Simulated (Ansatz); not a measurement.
# Starting-point dependence of the GW gap of TiO2 (Anatase), part 2 of 2

How much of the starting functional survives in the G0W0 gap of TiO2 (Anatase)?

Ansatz 0.2.0; G0W0 on several functionals, plane waves, PAW. Known limits of the many-body steps: not at the basis limit.

So far. Step 4 (G0W0 on r2SCAN): Against the run with 6×6×6 mesh, 154 empty bands, screening to 100 eV on PBE, the gap moves by −0.013 eV, while the start moved by +0.38 eV. Step 5 (G0W0 on HSE06): Against the run with 6×6×6 mesh, 154 empty bands, screening to 100 eV on r2SCAN, the gap moves by +0.38 eV, while the start moved by +1.12 eV.

In doubt: masses and optical values from hybrid runs of this build are listed as unsure (steps 5, 6, 7), which bears on the screening that GW takes from such a start.

## Step 6: G0W0 on PBE0

This step: G0W0 on PBE0, plane waves, PAW.

Contents of input.yaml:

```yaml
crystal:
  lattice:
    - [-1.8921, 1.8921, 4.7573]
    - [1.8921, -1.8921, 4.7573]
    - [1.8921, 1.8921, -4.7573]
  atoms:
    - { symbol: Ti, position: [0.0, 0.0, 0.0] }
    - { symbol: Ti, position: [0.75, 0.25, 0.5] }
    - { symbol: O, position: [0.2081, 0.2081, 0.0] }
    - { symbol: O, position: [0.9581, 0.4581, 0.5] }
    - { symbol: O, position: [0.5419, 0.0419, 0.5] }
    - { symbol: O, position: [0.7919, 0.7919, 0.0] }
kpoints:
  mp_grid: { grid: [6, 6, 6] }
hamiltonian:
  xc: pbe0
scf:
  occupations: { method: fixed }
gw:
  n_empty_bands: 154
  ecut_chi: 100
  qp_bands: [v2, c2]
  qp_kpoints: band_edges
  screening: { model: contour_deformation }
```

On the command line:

```
$ ansatz run input.yaml --threads 2 --pin off --max-ram 92160MiB --backend cuda --events-out ev --progress --plain --runs-dir out --devices 1 --max-vram 13GiB  # rebuilt from the run's record
```

Numbers of over 12 decimals in the logs are rounded to 6 here.

Output:

```text
GPUs: using 1 of 1 available (devices: 1).
[...]
GPU FFT provider: cuFFT
GPU libraries: cuBLAS 13.8.2, cuFFT 12.4.0, cuSOLVER 12.3.4
Crystal: 6 atoms, lattice volume = 68.125 Å³
Basis set: ecut = 420 eV, 1315 PW (Γ)
Bands: 30, of which v1, the nominal top of the filled ones, is band 24 counted from 1 (23 counted from 0)
Symmetry: 16 space group operations
[...]
k-points: 30 of 216
[...]
1    25     11.2989   -12.7878    -6.4366   -19.8457  0.7719    11.9249    11.9202  root
     1    26     11.3198   -13.4869    -5.7370   -19.8421  0.7747    11.9424    11.9380  root
[...]
29    23      5.8244   -26.2641     4.1813   -22.8100  0.7776     6.5465     6.5516  root
    29    24      5.8244   -26.2641     4.1813   -22.8100  0.7776     6.5465     6.5516  root
    29    25     10.7290   -12.5854    -6.0769   -19.2652  0.7808    11.3360    11.3320  root
    29    26     10.7290   -12.5854    -6.0769   -19.2652  0.7808    11.3360    11.3320  root
[key lines of the parts left out:]
Free energy (F): -7276.825133 eV
Fermi energy:    5.892339 eV
```

Elapsed: 72 s, on 1 × NVIDIA H100 80GB HBM3 (shared by 6 runs) with 2 threads of AMD EPYC 7R13 (Zen 3), shared host; peak memory 2.3 GiB.

This step gave:

```
bands summed                                 : 178
RPA ε∞ on this mesh (eigenvalues)            : 4.156, 4.355, 4.355
plane waves in the screening matrix          : 155
G0W0 gap on the mesh                         : 4.260 eV
k of the valence top                         : 0, 0, -0.5
k of the conduction bottom                   : 0, 0, 0
starting gap on the mesh                     : 4.408 eV
least direct G0W0 gap on the computed points : 4.610 eV
```

Against the run with 6×6×6 mesh, 154 empty bands, screening to 100 eV on HSE06, the gap moves by +0.27 eV, while the start moved by +0.74 eV.

## Step 7: G0W0 on Hartree-Fock

This step: G0W0 on Hartree-Fock, plane waves, PAW.

Edit input.yaml of step 6 so:

```diff
@@ -15,3 +15,3 @@
 hamiltonian:
-  xc: pbe0
+  xc: hf
 scf:
```

Output:

```text
GPUs: using 1 of 1 available (devices: 1).
[...]
GPU FFT provider: cuFFT
GPU libraries: cuBLAS 13.8.2, cuFFT 12.4.0, cuSOLVER 12.3.4
Crystal: 6 atoms, lattice volume = 68.125 Å³
Basis set: ecut = 420 eV, 1315 PW (Γ)
Bands: 30, of which v1, the nominal top of the filled ones, is band 24 counted from 1 (23 counted from 0)
Symmetry: 16 space group operations
[...]
k-points: 30 of 216
[...]
1    25     16.4486   -11.4644    -4.0279   -11.4687  0.8809    12.4716    12.4249  root
     1    26     16.7002   -11.2899    -4.3109   -11.2928  0.8780    12.4489    12.3922  root
[...]
29    23      2.4783   -26.6621     3.1784   -26.6549  0.8777     5.6220     5.6495  root
    29    24      2.4783   -26.6621     3.1784   -26.6549  0.8777     5.6220     5.6495  root
    29    25     15.9660   -10.9552    -4.1690   -10.9606  0.8823    11.8522    11.8025  root
    29    26     15.9660   -10.9552    -4.1690   -10.9606  0.8823    11.8522    11.8025  root
[key lines of the parts left out:]
Free energy (F): -7197.337449 eV
Fermi energy:    2.570019 eV
```

Elapsed: 64 s, on 1 × NVIDIA H100 80GB HBM3 (shared by 6 runs) with 2 threads; peak memory 2.2 GiB; 94 s of CPU time.

This step gave:

```yaml
bands_summed: 178
rpa_eps_infinity_on_this_mesh_eigenvalues: 2.301, 2.301, 2.306
plane_waves_in_the_screening_matrix: 155
g0w0_gap_on_the_mesh: 5.574 eV
k_of_the_valence_top: 0, 0, -0.5
k_of_the_conduction_bottom: 0, 0, 0
starting_gap_on_the_mesh: 12.80 eV
least_direct_g0w0_gap_on_the_computed_points: 5.986 eV
```

Against the run with 6×6×6 mesh, 154 empty bands, screening to 100 eV on PBE0, the gap moves by +1.31 eV, while the start moved by +8.39 eV.

## Step 8: The starts together

All on the 6×6×6 mesh with 154 empty bands and screening to 100 eV. Times are wall times on 1 × NVIDIA H100 80GB HBM3 (shared by 6 runs) with 2 threads of AMD EPYC 7R13 (Zen 3), shared host, good to a factor of about two.

```tsv
start	starting gap (eV)	shift (eV)	G0W0 gap (eV)	RPA ε∞ (harmonic mean)	Z (valence, conduction)	time
LDA	2.06	+1.60	3.66	6.66	0.71, 0.73	23 s
PBE	2.17	+1.45	3.62	6.44	0.71, 0.73	40 s
r2SCAN	2.55	+1.06	3.60	5.73	0.73, 0.74	31 s
HSE06	3.66	+0.32	3.99	4.61	0.76, 0.78	66 s
PBE0	4.41	−0.15	4.26	4.29	0.77, 0.79	72 s
Hartree-Fock	12.80	−7.23	5.57	2.30	0.88, 0.89	64 s
```

How the two edges are built up, in eV (the quasiparticle level is the starting level plus Σx plus Σc less Vxc):

```tsv
run	edge	start	Σx	Σc	Vxc	Z	QP
LDA	valence top	6.91	-25.69	4.64	-21.06	0.71	6.91
LDA	conduction bottom	8.97	-13.06	-6.45	-21.11	0.73	10.58
PBE	valence top	7.29	-25.81	4.75	-20.94	0.71	7.17
PBE	conduction bottom	9.46	-13.08	-6.39	-20.79	0.73	10.78
r2SCAN	valence top	6.92	-25.85	4.63	-21.37	0.73	7.06
r2SCAN	conduction bottom	9.47	-12.94	-6.34	-20.48	0.74	10.67
HSE06	valence top	6.29	-25.93	4.39	-22.01	0.76	6.75
HSE06	conduction bottom	9.95	-12.40	-5.93	-19.11	0.78	10.74
```

For a hybrid start, Vxc holds its share of exact exchange.

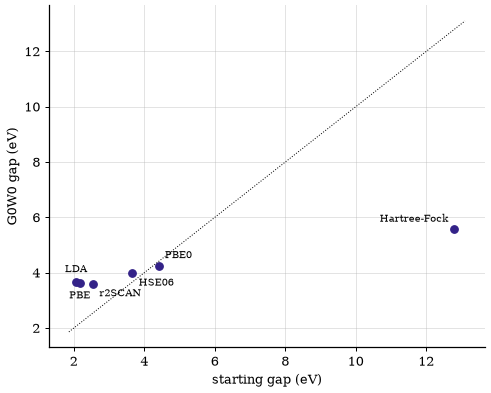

G0W0 gap against starting gap; on the dotted line the correction would vanish.

## Step 9: What came out

```yaml
g0w0_lda: 3.66 eV (start 2.06 eV)
g0w0_pbe: 3.62 eV (start 2.17 eV)
g0w0_r2scan: 3.60 eV (start 2.55 eV)
g0w0_hse06: 3.99 eV (start 3.66 eV)
g0w0_pbe0: 4.26 eV (start 4.41 eV)
g0w0_hartree_fock: 5.57 eV (start 12.80 eV)
known_limits: not at the basis limit
```

In words: The starting gaps span 10.74 eV and the G0W0 gaps 1.97 eV. Between LDA and Hartree-Fock, 1.91 eV of the 10.74 eV survives, 18 %. The order is not kept throughout: PBE starts 0.11 eV above LDA and ends 0.05 eV below it, so orbitals matter beside the gap. Hartree-Fock screens less than LDA (ε∞ 2.30 against 6.66). Of the 1.91 eV by which its G0W0 gap is higher, the correlation part gives +3.85 eV, and exchange with the one-particle terms, which follow the orbitals, −1.94 eV. On PBE0 and Hartree-Fock the correction is negative: that start lies above its own G0W0 value. The smallest correction, −0.15 eV, is on PBE0, the start nearest to reproducing itself. Bands and cutoff are finite, so the gap is not at the basis limit. The miss can reach some tenths of an eV and take either sign; the mesh is an error of its own.

[Paths, hosts, dates, memory and timing lines, banners, echoed tables and standing remarks are left out of the program output.]

[Logs are printed without paths, hosts, clocks, repeated set-up lines and the standing remarks that a program may print on its own settings, such as how far it seeks lower states.]

[Runs of the session that timed out or met a known fault of the program may be left out.]

[Cells called generated may have been cut or substituted from an entry of the Crystallography Open Database or the Materials Project.]

[Hosts, paths, dates, database ids (printed as entryN), source tags and the programs' standing remarks are cut or masked in the printed files.]
